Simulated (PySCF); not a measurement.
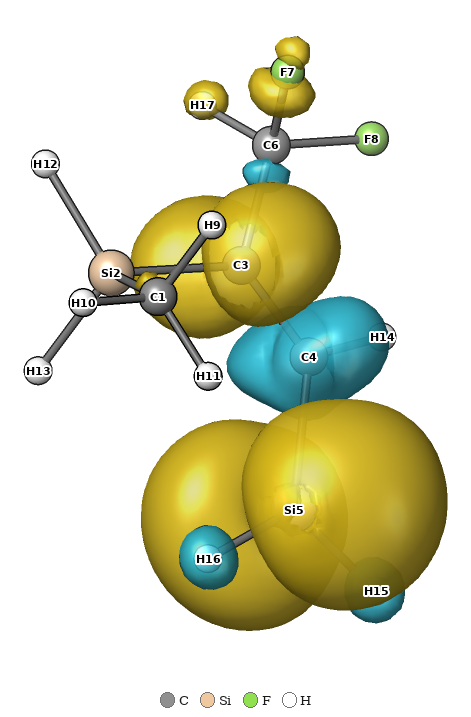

Figure. C₄H₉F₂Si₂ (SMILES C[SiH2]/C(=C\[SiH2])C(F)F) (doublet). Isosurfaces of the spin density (α minus β) at +0.015 (yellow) and −0.015 e/Å³ (cyan), seen at an oblique angle.

Geometry: GFN2-xTB.

Level of theory: PySCF 2.14.0, density-fitted response routines, UKS B3LYP, pcH-1 on C F H Si, non-relativistic, mean-field spin-orbit, GIAO.

```yaml
atoms:
  - { symbol: C, position_ang: [2.2506, 0.5076, -0.2796] }
  - { symbol: Si, position_ang: [0.7488, -0.2945, -1.1232] }
  - { symbol: C, position_ang: [-0.6431, -0.5557, 0.1075] }
  - { symbol: C, position_ang: [-1.4606, 0.4086, 0.6238] }
  - { symbol: Si, position_ang: [-1.4606, 2.1892, 0.2839] }
  - { symbol: C, position_ang: [-0.8116, -1.9722, 0.5519] }
  - { symbol: F, position_ang: [0.3547, -2.4692, 1.0714] }
  - { symbol: F, position_ang: [-1.7375, -2.1402, 1.5324] }
  - { symbol: H, position_ang: [2.6376, -0.1294, 0.5108] }
  - { symbol: H, position_ang: [3.0532, 0.6785, -0.9908] }
  - { symbol: H, position_ang: [1.9917, 1.4645, 0.1659] }
  - { symbol: H, position_ang: [1.1263, -1.5919, -1.6960] }
  - { symbol: H, position_ang: [0.2431, 0.5840, -2.1929] }
  - { symbol: H, position_ang: [-2.2159, 0.0853, 1.3369] }
  - { symbol: H, position_ang: [-2.4667, 3.0080, 0.9371] }
  - { symbol: H, position_ang: [-0.5246, 2.8880, -0.5750] }
  - { symbol: H, position_ang: [-1.0923, -2.6487, -0.2742] }
```

Q: Where is the unpaired spin?

A: The unpaired spin (1 electron) lies mostly on Si5 (about 0.7) and C3 (about 0.2), in electrons by Hirshfeld's partition.
